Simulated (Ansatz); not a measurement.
**Mercury, hcp under PBEsol: ground state and equation of state, part 1 of 2**

The plan for mercury in the hcp structure: relax it, solve it on a dense k-mesh, then scale the cell to 7 volumes from 88 to 112 % of the relaxed one and try a fit of the equation of state. Spin polarisation is left out. The k-meshes are 11×11×6 for the relaxation; 19×19×10 for the dense run; 19×19×10 for the volumes.

Program: Ansatz 0.2.0. Level of theory: DFT PBEsol, plane waves (420 eV) with PAW, scalar-relativistic; the PAW data stem from PBE, with regenerated cores. These are calculated values, not measurements.

### 1 The starting structure

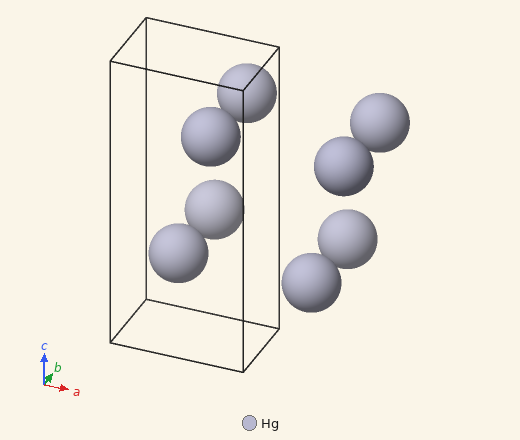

The structure, seen slightly off an axis (mercury light grey). 2×2×1 cells are drawn. Any atoms on the faces are drawn again on the opposite ones.

Coordinates:

```cif
data_structure
_symmetry_space_group_name_H-M 'P6_3/mmc'
_symmetry_Int_Tables_number 194
_cell_length_a 3.1955
_cell_length_b 3.1955
_cell_length_c 5.2182
_cell_angle_alpha 90.000
_cell_angle_beta 90.000
_cell_angle_gamma 120.000
_cell_volume 46.15
loop_
_atom_site_label
_atom_site_type_symbol
_atom_site_symmetry_multiplicity
_atom_site_Wyckoff_symbol
_atom_site_fract_x
_atom_site_fract_y
_atom_site_fract_z
_atom_site_occupancy
Hg1 Hg 2 c 0.33333 0.66667 0.25000 1
```

### 2 Relaxing cell and atoms

input.yaml

```yaml
crystal:
  lattice:
    - [3.195482737, 0.0, 0.0]
    - [-1.5977413685, 2.7673692276, 0.0]
    - [0.0, 0.0, 5.2182233095]
  atoms:
    - { symbol: Hg, position: [0.3333333333, 0.6666666667, 0.25] }
    - { symbol: Hg, position: [0.6666666667, 0.3333333333, 0.75] }
hamiltonian:
  xc: pbesol
  pseudopotentials:
    kind: paw
    azcp:
      Hg: "pseudopotentials/Hg.paw.azcp"
basis:
  ecutwfc: 420
  fft_grid_basis: typed
kpoints:
  mp_grid: { grid: [11, 11, 6], shift: [0, 0, 0] }
magnetization:
  spin_polarized: false
scf:
  occupations: { method: fermi_dirac, width: 0.1 }
relax:
  max_steps: 60
  f_tol: 0.01
  cell: {}
output:
  write_density: true
  write_potential: true
  elf: true
  volumetric_format: npy
```

The log of the run:

```text
Warning: <dir> the record states the generating functional pbe (its physics header spells it `PBE`), which answers neither for hamiltonian.xc's functional nor for the pbesol family's — results may be inconsistent (PPs are generated against a specific XC)
Warning: RAYON_NUM_THREADS=2 ignored (pool sized by the plan → 2); use --threads N
Engine: ansatz 0.2.0, aarch64-unknown-linux-gnu
Pseudopotentials: kind: paw
Pseudopotential: Hg, paw, valence charge 20, recommended cutoff 420 eV (normal), <dir>
Functional definition: PBEsol
  exchange = pbesol_x
  correlation = pbesol_c
Crystal: 2 atoms, lattice volume = 46.145 Å³
Basis set: ecut = 420 eV, 917 PW (Γ), exchange–correlation on 48×48×72 points (8 copies of the dense FFT grid, shifted against one another)
Bands: 24, of which v1, the nominal top of the filled ones, is band 20 counted from 1 (19 counted from 0)
Symmetry: 24 space group operations
Space group: P63/mmc (ITA 194), of the structure as read, at distance tolerance 3.6e-5 Å
k-points: 64 of 726
Non-local potential: Hg, projectors of the file, l = 0: 3, l = 1: 2, l = 2: 2, l = 3: 1
PAW form: soft (Blöchl's): semilocal exchange-correlation on the pseudo side does not see the compensation charge
PAW frozen core: Hg, regenerated for the run's functional, and the local potential with it (the file was generated under x = pbe(κ = 0.804, μ = 0.2195149727645171), c = pbe(β = 0.06672455060314922))
PAW one-centre angular grid: Hg, 590 points (default); XC on 64 Gauss nodes
Initial density: superposition of atomic densities (neutral atoms: chi_scale 0, normalization atom), corrected by the library's trained network
Initial wavefunctions: pseudopotential atomic-orbital guess
Functional: x = pbesol(κ = 0.804, μ = 0.12345679012345678), c = pbesol(β = 0.046)
SCF iter   1: F=—  HF=-27335.991137 eV  |F-HF|=—  |Δ(HF+E_count)|=         —  Δρ=3.62e-3  dr2=4.80e-3  ethr=1.77e-3  ⟨swp⟩=5.2  Hψ=5810  notcnv=0
preconditioner: auto → Kerker (q_TF=auto, 2.664 Å⁻¹)  [metal: Δε(μ)=0.062 eV  Ē_g=11.553 eV  σ=0.100 eV  W_gap=0.15  n_scr=22 (ndim 8)  ℏωp=26.8 eV  f_vac=0.000  D(μ)=0.71/eV (n_scr^D=2)]
SCF iter   2: F=—  HF=-27335.990815 eV  |F-HF|=—  |Δ(HF+E_count)|=   3.22e-4  Δρ=1.57e-3  dr2=6.94e-4  ethr=1.20e-5  ⟨swp⟩=2.2  Hψ=2737  notcnv=0
SCF iter   3: F=—  HF=-27335.990633 eV  |F-HF|=—  |Δ(HF+E_count)|=   1.82e-4  Δρ=4.44e-4  dr2=2.99e-5  ethr=1.74e-6  ⟨swp⟩=2.0  Hψ=2261  notcnv=0
SCF iter   4: F=—  HF=-27335.990637 eV  |F-HF|=—  |Δ(HF+E_count)|=   4.29e-6  Δρ=4.55e-5  dr2=7.15e-7  ethr=7.46e-8  ⟨swp⟩=2.5  Hψ=2564  notcnv=0
SCF iter   5: F=—  HF=-27335.990637 eV  |F-HF|=—  |Δ(HF+E_count)|=   3.22e-8  Δρ=1.50e-5  dr2=1.19e-7  ethr=1.79e-9  ⟨swp⟩=2.0  Hψ=2802  notcnv=0
SCF iter   6: F=-27335.990637 eV  HF=-27335.990637 eV  |F-HF|=1.65e-9  |Δ(HF+E_count)|=   1.94e-8  Δρ=3.47e-6  dr2=6.58e-9  ethr=2.50e-10  ⟨swp⟩=6.7  Hψ=7964  notcnv=0
SCF 1 converged in 6 iterations: F = -27335.990637 eV  dr2 = 6.58e-9
relax step   1: F+E_penalty+E_count = -27335.99063716 eV  Δ(F+E_penalty+E_count) = +0.000e0 eV  max|allowed force component| = 5.667e-17 eV/Å  Δτ_max = 0.0000 Å  P = +0.908 GPa  Ω = 46.145 Å³  (6 SCF iters, dr2 threshold 1.00e-7 eV, accepted)
Crystal: 2 atoms, lattice volume = 47.098 Å³
Basis set: ecut = 420 eV, 941 PW (Γ), exchange–correlation on 48×48×72 points (8 copies of the dense FFT grid, shifted against one another)
Initial density: handed on by an earlier stage of this run
Initial wavefunctions: those handed on with the density
iter 1 solved again at ethr=1.54e-6 eV; its pass at ethr=3.10e-3 eV (dr2=6.17e-4 eV) is discarded
SCF iter   1: F=—  HF=-27335.994196 eV  |F-HF|=—  |Δ(HF+E_count)|=         —  Δρ=1.03e-3  dr2=6.42e-4  ethr=1.54e-6  ⟨swp⟩=2.1  Hψ=8210  notcnv=0
preconditioner: auto → Kerker (q_TF=auto, 2.655 Å⁻¹)  [metal: Δε(μ)=0.013 eV  Ē_g=11.483 eV  σ=0.100 eV  W_gap=0.03  n_scr=22 (ndim 8)  ℏωp=26.5 eV  f_vac=0.000  D(μ)=0.68/eV (n_scr^D=2)]
SCF iter   2: F=—  HF=-27335.994058 eV  |F-HF|=—  |Δ(HF+E_count)|=   1.38e-4  Δρ=5.46e-4  dr2=1.82e-4  ethr=1.54e-6  ⟨swp⟩=2.0  Hψ=2157  notcnv=0
SCF iter   3: F=—  HF=-27335.994010 eV  |F-HF|=—  |Δ(HF+E_count)|=   4.81e-5  Δρ=1.42e-4  dr2=8.18e-6  ethr=4.55e-7  ⟨swp⟩=2.0  Hψ=2093  notcnv=0
SCF iter   4: F=—  HF=-27335.994011 eV  |F-HF|=—  |Δ(HF+E_count)|=   1.24e-6  Δρ=3.22e-5  dr2=3.65e-7  ethr=2.04e-8  ⟨swp⟩=2.4  Hψ=2198  notcnv=0
SCF iter   5: F=-27335.994011 eV  HF=-27335.994011 eV  |F-HF|=4.37e-10  |Δ(HF+E_count)|=   9.55e-8  Δρ=9.24e-6  dr2=4.35e-8  ethr=5.00e-10  ⟨swp⟩=7.0  Hψ=8477  notcnv=0
SCF 2 converged in 5 iterations: F = -27335.994011 eV  dr2 = 4.35e-8
relax step   2: F+E_penalty+E_count = -27335.99401099 eV  Δ(F+E_penalty+E_count) = -3.374e-3 eV  max|allowed force component| = 5.782e-18 eV/Å  Δτ_max = 0.0000 Å  P = +0.095 GPa  Ω = 47.098 Å³  energy of the carried Pulay correction = -2.289e-4 eV  (5 SCF iters, dr2 threshold 2.00e-7 eV, accepted)
Crystal: 2 atoms, lattice volume = 47.265 Å³
Basis set: ecut = 420 eV, 953 PW (Γ), exchange–correlation on 48×48×72 points (8 copies of the dense FFT grid, shifted against one another)
iter 1 solved again at ethr=4.43e-7 eV; its pass at ethr=3.10e-3 eV (dr2=1.77e-4 eV) is discarded
SCF iter   1: F=—  HF=-27335.994423 eV  |F-HF|=—  |Δ(HF+E_count)|=         —  Δρ=1.98e-4  dr2=2.08e-5  ethr=4.43e-7  ⟨swp⟩=2.3  Hψ=7370  notcnv=0
preconditioner: auto → Kerker (q_TF=auto, 2.653 Å⁻¹)  [metal: Δε(μ)=0.034 eV  Ē_g=11.459 eV  σ=0.100 eV  W_gap=0.08  n_scr=22 (ndim 8)  ℏωp=26.5 eV  f_vac=0.000  D(μ)=0.68/eV (n_scr^D=2)]
SCF iter   2: F=—  HF=-27335.994415 eV  |F-HF|=—  |Δ(HF+E_count)|=   8.06e-6  Δρ=1.14e-4  dr2=6.91e-6  ethr=5.21e-8  ⟨swp⟩=2.3  Hψ=2156  notcnv=0
SCF iter   3: F=—  HF=-27335.994414 eV  |F-HF|=—  |Δ(HF+E_count)|=   9.10e-7  Δρ=3.17e-5  dr2=5.52e-7  ethr=1.73e-8  ⟨swp⟩=2.5  Hψ=2138  notcnv=0
SCF iter   4: F=-27335.994414 eV  HF=-27335.994414 eV  |F-HF|=1.18e-8  |Δ(HF+E_count)|=   2.89e-8  Δρ=7.80e-6  dr2=3.41e-8  ethr=5.00e-10  ⟨swp⟩=7.2  Hψ=8521  notcnv=0
SCF 3 converged in 4 iterations: F = -27335.994414 eV  dr2 = 3.41e-8
relax step   3: F+E_penalty+E_count = -27335.99441439 eV  Δ(F+E_penalty+E_count) = -4.034e-4 eV  max|allowed force component| = 1.850e-17 eV/Å  Δτ_max = 0.0000 Å  P = -0.050 GPa  Ω = 47.265 Å³  energy of the carried Pulay correction = -2.685e-4 eV  (4 SCF iters, dr2 threshold 2.00e-7 eV, accepted)
Crystal: 2 atoms, lattice volume = 47.289 Å³
Basis set: ecut = 420 eV, 929 PW (Γ), exchange–correlation on 48×48×72 points (8 copies of the dense FFT grid, shifted against one another)
iter 1 solved again at ethr=6.41e-8 eV; its pass at ethr=3.10e-3 eV (dr2=2.56e-5 eV) is discarded
SCF iter   1: F=—  HF=-27335.994761 eV  |F-HF|=—  |Δ(HF+E_count)|=         —  Δρ=2.21e-4  dr2=1.84e-5  ethr=6.41e-8  ⟨swp⟩=2.6  Hψ=8695  notcnv=0
preconditioner: auto → Kerker (q_TF=auto, 2.653 Å⁻¹)  [metal: Δε(μ)=0.079 eV  Ē_g=11.466 eV  σ=0.100 eV  W_gap=0.19  n_scr=22 (ndim 8)  ℏωp=26.5 eV  f_vac=0.000  D(μ)=0.66/eV (n_scr^D=2)]
SCF iter   2: F=—  HF=-27335.994757 eV  |F-HF|=—  |Δ(HF+E_count)|=   4.63e-6  Δρ=1.50e-4  dr2=9.51e-6  ethr=4.61e-8  ⟨swp⟩=1.0  Hψ=1536  notcnv=0
SCF iter   3: F=—  HF=-27335.994758 eV  |F-HF|=—  |Δ(HF+E_count)|=   8.85e-7  Δρ=2.41e-5  dr2=3.99e-7  ethr=2.38e-8  ⟨swp⟩=1.0  Hψ=1536  notcnv=0
SCF iter   4: F=-27335.994757 eV  HF=-27335.994757 eV  |F-HF|=1.57e-9  |Δ(HF+E_count)|=   8.59e-8  Δρ=3.08e-6  dr2=2.25e-9  ethr=1.29e-10  ⟨swp⟩=5.4  Hψ=9185  notcnv=0
SCF 4 converged in 4 iterations: F = -27335.994757 eV  dr2 = 2.25e-9
relax step   4: F+E_penalty+E_count = -27335.99475748 eV  Δ(F+E_penalty+E_count) = -3.431e-4 eV  max|allowed force component| = 2.544e-17 eV/Å  Δτ_max = 0.0000 Å  P = -0.099 GPa  Ω = 47.289 Å³  energy of the carried Pulay correction = -2.741e-4 eV  (4 SCF iters, dr2 threshold 5.16e-8 eV, accepted)
Crystal: 2 atoms, lattice volume = 47.144 Å³
iter 1 solved again at ethr=9.93e-8 eV; its pass at ethr=3.10e-3 eV (dr2=3.97e-5 eV) is discarded
SCF iter   1: F=—  HF=-27335.994858 eV  |F-HF|=—  |Δ(HF+E_count)|=         —  Δρ=1.89e-4  dr2=1.99e-5  ethr=9.93e-8  ⟨swp⟩=2.0  Hψ=7237  notcnv=0
preconditioner: auto → Kerker (q_TF=auto, 2.655 Å⁻¹)  [metal: Δε(μ)=0.099 eV  Ē_g=11.486 eV  σ=0.100 eV  W_gap=0.24  n_scr=22 (ndim 8)  ℏωp=26.5 eV  f_vac=0.000  D(μ)=0.66/eV (n_scr^D=2)]
SCF iter   2: F=—  HF=-27335.994855 eV  |F-HF|=—  |Δ(HF+E_count)|=   2.91e-6  Δρ=1.04e-4  dr2=5.96e-6  ethr=4.98e-8  ⟨swp⟩=2.1  Hψ=2177  notcnv=0
SCF iter   3: F=—  HF=-27335.994854 eV  |F-HF|=—  |Δ(HF+E_count)|=   1.37e-6  Δρ=2.63e-5  dr2=3.20e-7  ethr=1.49e-8  ⟨swp⟩=2.1  Hψ=2036  notcnv=0
SCF iter   4: F=-27335.994854 eV  HF=-27335.994854 eV  |F-HF|=5.88e-9  |Δ(HF+E_count)|=   2.76e-8  Δρ=6.61e-6  dr2=2.00e-8  ethr=8.71e-11  ⟨swp⟩=5.8  Hψ=9145  notcnv=0
SCF 5 converged in 4 iterations: F = -27335.994854 eV  dr2 = 2.00e-8
relax step   5: F+E_penalty+E_count = -27335.99485376 eV  Δ(F+E_penalty+E_count) = -9.627e-5 eV  max|allowed force component| = 2.082e-17 eV/Å  Δτ_max = 0.0000 Å  P = +0.000 GPa  Ω = 47.144 Å³  energy of the carried Pulay correction = -2.398e-4 eV  (4 SCF iters, dr2 threshold 3.49e-8 eV, accepted)
Initial wavefunctions: pseudopotential atomic-orbital guess (no wavefunctions were taken with the density)
iter 1 solved again at ethr=3.32e-9 eV; its pass at ethr=3.10e-3 eV (dr2=1.33e-6 eV) is discarded
SCF iter   1: F=—  HF=-27335.995017 eV  |F-HF|=—  |Δ(HF+E_count)|=         —  Δρ=2.57e-4  dr2=8.40e-7  ethr=3.32e-9  ⟨swp⟩=4.1  Hψ=10249  notcnv=0
preconditioner: auto → Kerker (q_TF=auto, 2.655 Å⁻¹)  [metal: Δε(μ)=0.098 eV  Ē_g=11.488 eV  σ=0.100 eV  W_gap=0.24  n_scr=22 (ndim 8)  ℏωp=26.5 eV  f_vac=0.000  D(μ)=0.66/eV (n_scr^D=2)]
SCF iter   2: F=—  HF=-27335.995059 eV  |F-HF|=—  |Δ(HF+E_count)|=   4.15e-5  Δρ=1.31e-4  dr2=2.22e-7  ethr=2.10e-9  ⟨swp⟩=1.1  Hψ=1540  notcnv=0
SCF iter   3: F=—  HF=-27335.995072 eV  |F-HF|=—  |Δ(HF+E_count)|=   1.39e-5  Δρ=2.14e-6  dr2=1.08e-9  ethr=5.56e-10  ⟨swp⟩=2.2  Hψ=2012  notcnv=0
SCF iter   4: F=—  HF=-27335.995072 eV  |F-HF|=—  |Δ(HF+E_count)|=  7.39e-10  Δρ=8.31e-7  dr2=2.78e-10  ethr=2.69e-12  ⟨swp⟩=2.1  Hψ=2610  notcnv=0
SCF iter   5: F=-27335.995072 eV  HF=-27335.995072 eV  |F-HF|=0.00e0  |Δ(HF+E_count)|=  1.67e-10  Δρ=1.85e-7  dr2=8.72e-12  ethr=1.00e-12  ⟨swp⟩=4.3  Hψ=6771  notcnv=0
SCF 6 converged in 5 iterations: F = -27335.995072 eV  dr2 = 8.72e-12
relax step   6: F+E_penalty+E_count = -27335.99507245 eV  Δ(F+E_penalty+E_count) = -2.187e-4 eV  max|allowed force component| = 1.619e-17 eV/Å  Δτ_max = 0.0000 Å  P = -0.004 GPa  Ω = 47.144 Å³  stress off target by 4.51e-3 GPa  SCF on the basis re-selected at this cell (its energy is not comparable with the rows above)  (5 SCF iters)
basis re-selected at this cell: Δ(F+E_penalty+E_count) = -2.187e-4 eV, ΔP = -0.004 GPa vs the last step (what re-selecting the basis moved, of the pressure what is left beyond the Pulay correction that the steps carried, after the strain that the cell walked since its last selection, with what the two solves' SCF thresholds leave and, on support functions, any second-order correction that the steps lacked; it is no measure of the basis error at this ecutwfc). This SCF's stress stands 4.51e-3 GPa from its target on what of the cell is left free (relax.cell.stress_tol is 5.00e-2 GPa) and its largest allowed force component is 1.62e-17 eV/Å (relax.f_tol is 1.00e-2 eV/Å): within both
SCF converged after 5 iterations
Free energy (F): -27335.995072 eV
Harris-Foulkes:  -27335.995072 eV  (|F-HF|=0.00e0)
Internal energy: -27335.973160 eV  (E = F + TS)
E sigma→0 (E₀):  -27335.984116 eV
Entropy (-TS):   -0.021913 eV (-10.956 meV/atom)
Fermi energy:    14.485582 eV
--- Per-component energies (eV) ---
  E_band       = -777.698996
  E_kinetic    = 1209.096028
  E_local      = -4987.271323  (includes V_loc(G=0)·N_el)
  E_nonlocal   = 152.425884
  E_hartree    = 2130.934203
  E_xc         = -438.253911
  E_vxc        = -523.818645  (∫ρ·V_xc dr)
  E_paw        = -19602.213999  (= ΣΔE_a)
  E_vpaw       = -890.001181  (= ΣTr[D̂ρ^β])
  E_aug_tail   = 0.001808  (compensation charges beyond the density's cutoff)
  E_ewald      = -5801.349152
  E_core_change = 0.657303  (= ΣΔE_core)
  E_smearing   = -0.021913  (= −TS)
  E_closure    = -0.000000  (closes the sum)
  Σ components = -27335.995072   (vs F -27335.995072, Δ=0.00e0)
--- Forces (eV/Å), atoms counted from 1 ---
  atom   1  Hg     0.00000000     0.00000000    -0.00000000
  atom   2  Hg    -0.00000000    -0.00000000     0.00000000
  max |Σ_I F_I| component: 2.31e-18 eV/Å
--- Stress (GPa, compression-positive) ---
       -0.003289       0.000000      -0.000000
       -0.000000      -0.003289      -0.000000
       -0.000000      -0.000000      -0.004513
  P = ⅓ Tr σ = -0.0037 GPa (-0.037 kbar)
--- Band table (eV; the first three rows and the last of 64) ---
  k-point 0: bands = ["-100.1020", "-100.1010", "-48.5040", "-48.4763", "-48.4763", "-48.4715", "-48.4713", "-48.4713", "5.5783", "6.6411", "7.6228", "7.7586", "7.7586", "7.8820", "7.8820", "8.1822", "8.1822", "8.7954", "8.7954", "12.7981", "12.8886", "27.3278", "27.4820", "27.4820"]
  k-point 1: bands = ["-100.1019", "-100.1011", "-48.5018", "-48.4760", "-48.4760", "-48.4737", "-48.4716", "-48.4716", "5.7447", "6.6625", "7.6131", "7.7345", "7.7345", "7.8544", "7.8544", "8.2566", "8.2566", "8.7749", "8.7749", "10.8150", "15.2046", "26.3947", "27.4741", "27.5757"]
  k-point 2: bands = ["-100.1018", "-100.1013", "-48.4959", "-48.4797", "-48.4751", "-48.4751", "-48.4726", "-48.4726", "6.1858", "6.6963", "7.6520", "7.7121", "7.7121", "7.7913", "7.7913", "8.4160", "8.4160", "8.7057", "8.7057", "9.1763", "17.8545", "23.7267", "27.3634", "27.8759"]
  k-point 63: bands = ["-100.1005", "-100.1005", "-48.5018", "-48.5018", "-48.4941", "-48.4941", "-48.4796", "-48.4796", "7.2149", "7.2149", "7.6183", "7.6183", "7.9338", "7.9338", "8.2663", "8.2663", "8.8376", "8.8376", "14.3162", "14.3162", "15.8485", "15.8485", "18.1390", "18.1390"]
--- Relaxed structure (5 steps of the walk, 5 accepted, 1 SCFs on fresh bases) ---
  F+E_penalty+E_count = -27335.99507245 eV   max|allowed force component| = 1.619e-17 eV/Å   (the final SCF, on the basis selected at the relaxed cell)
  cell:  # Å, volume = 47.1445 Å³
    - [3.1903261620945043, 3.7061412272229094e-32, -1.3805150714637062e-18]
    - [-1.5951630810472521, 2.7629035027319513, 6.902575357318553e-19]
    - [-2.2543811116897875e-18, 4.109470053351645e-33, 5.3484779555385025]
  atoms:
    - { symbol: Hg, position: [0.3333333333333333, 0.6666666666666666, 0.25] }
    - { symbol: Hg, position: [0.6666666666666666, 0.3333333333333333, 0.75] }
```

Wall time 9.3 s (2 threads of an Arm CPU, shared host); peak memory 0.36 GiB.

The steps of the relaxation:

```tsv
step	energy change (meV/atom)	largest force (eV/Å)	pressure (GPa)	volume (Å³/atom)
1	0.00	0.0000	0.91	23.073
2	-1.69	0.0000	0.10	23.549
3	-1.89	0.0000	-0.05	23.633
4	-2.06	0.0000	-0.10	23.645
5	-2.11	0.0000	0.00	23.572
6	-2.22	0.0000	0.00	23.572
```

Steps that repeat a cell are solved on a basis chosen anew, so their changes of energy are no gain of the relaxation.

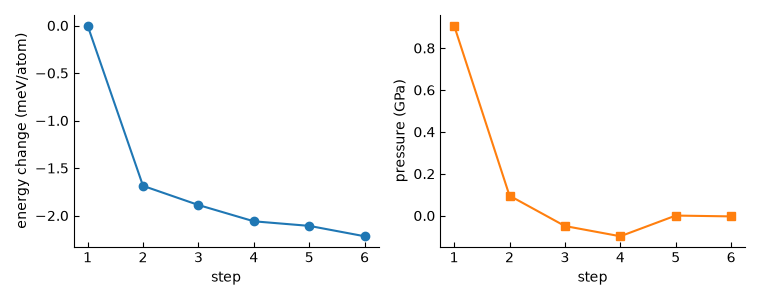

Energy and pressure over the accepted steps.

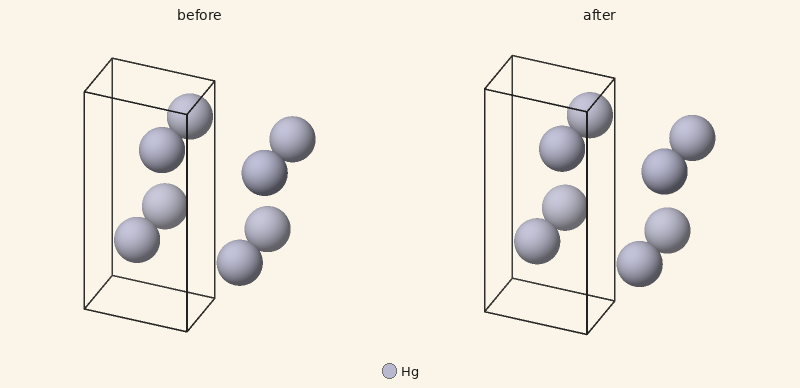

The structure before (left) and after (right), drawn at the same scale. The cells drawn are those of the first picture.

The cell of the run, before and after:

|  | before | after | change |
| --- | --- | --- | --- |
| a (Å) | 3.195 | 3.190 | -0.2 % |
| b (Å) | 3.195 | 3.190 | -0.2 % |
| c (Å) | 5.218 | 5.348 | +2.5 % |
| volume (Å³/atom) | 23.073 | 23.572 | +2.2 % |
| shortest distance (Å) | 3.195 | 3.190 | -0.2 % |
| space group (spins left aside) | P6_3/mmc | P6_3/mmc | same |

### 3 Single point on a dense mesh

input.yaml, as its differences from that of step 2:

```diff
@@ -2,5 +2,5 @@
   lattice:
-    - [3.195482737, 0.0, 0.0]
-    - [-1.5977413685, 2.7673692276, 0.0]
-    - [0.0, 0.0, 5.2182233095]
+    - [3.1903261621, 0.0, 0.0]
+    - [-1.595163081, 2.7629035027, 0.0]
+    - [0.0, 0.0, 5.3484779555]
   atoms:
@@ -18,3 +18,3 @@
 kpoints:
-  mp_grid: { grid: [11, 11, 6], shift: [0, 0, 0] }
+  mp_grid: { grid: [19, 19, 10], shift: [0, 0, 0] }
 magnetization:
@@ -23,6 +23,2 @@
   occupations: { method: fermi_dirac, width: 0.1 }
-relax:
-  max_steps: 60
-  f_tol: 0.01
-  cell: {}
 output:
```

The log of the run, cut to the lines that bear on the results:

```text
Warning: <dir> the record states the generating functional pbe (its physics header spells it `PBE`), which answers neither for hamiltonian.xc's functional nor for the pbesol family's — results may be inconsistent (PPs are generated against a specific XC)
Warning: RAYON_NUM_THREADS=2 ignored (pool sized by the plan → 2); use --threads N
[...]
[... 3 set-up lines as earlier in the session ...]
[...]
Crystal: 2 atoms, lattice volume = 47.144 Å³
Basis set: ecut = 420 eV, 929 PW (Γ)
Bands: 24, of which v1, the nominal top of the filled ones, is band 20 counted from 1 (19 counted from 0)
[... 2 set-up lines as earlier in the session ...]
k-points: 240 of 3610
[...]
SCF iter   1: F=—  HF=-27335.990651 eV  |F-HF|=—  |Δ(HF+E_count)|=         —  Δρ=3.61e-3  dr2=5.29e-3  ethr=1.77e-3  ⟨swp⟩=5.4  Hψ=21763  notcnv=0
[...]
SCF iter   6: F=-27335.989988 eV  HF=-27335.989988 eV  |F-HF|=2.84e-9  |Δ(HF+E_count)|=   3.58e-8  Δρ=3.91e-6  dr2=9.00e-9  ethr=2.50e-10  ⟨swp⟩=2.1  Hψ=11865  notcnv=0
[...]
SCF converged after 6 iterations
Free energy (F): -27335.989988 eV
[...]
E sigma→0 (E₀):  -27335.978347 eV
Entropy (-TS):   -0.023282 eV (-11.641 meV/atom)
Fermi energy:    14.500930 eV
[...]
--- Band table (eV; the first three rows and the last of 240) ---
  k-point 0: bands = ["-100.1021", "-100.1012", "-48.5047", "-48.4761", "-48.4761", "-48.4722", "-48.4711", "-48.4711", "5.5784", "6.6413", "7.6225", "7.7591", "7.7591", "7.8825", "7.8825", "8.1820", "8.1820", "8.7951", "8.7951", "12.7979", "12.8884", "27.3284", "27.4819", "27.4819"]
[...]
```

It took 6 s on 2 threads of an Arm CPU, shared host; peak memory 0.44 GiB.

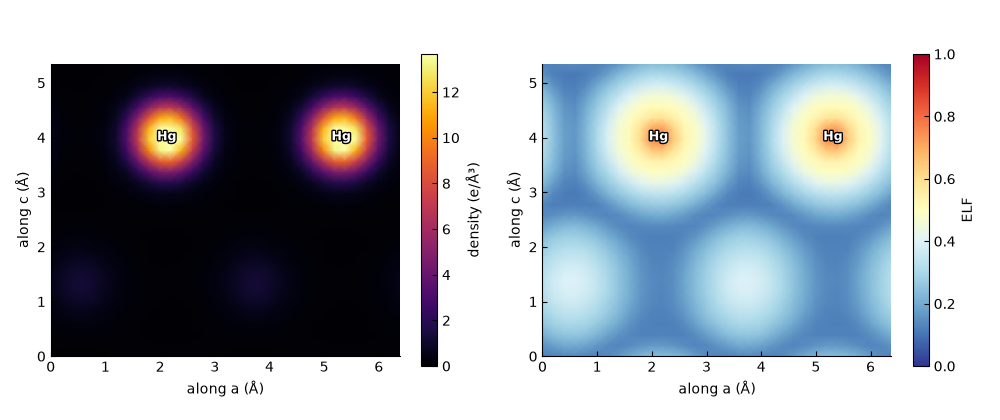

Density (left) and ELF (right) in a lattice plane of the grid's cell (edges 3.19 and 5.35 Å, at 0.333 of the third edge), which holds Hg. Only atoms in the plane are labelled; the density scale stops at 13.67 e/Å³. Both are smooth fields of the valence electrons: close to the nuclei they are not physical.

(Continued in part 2 of 2.)
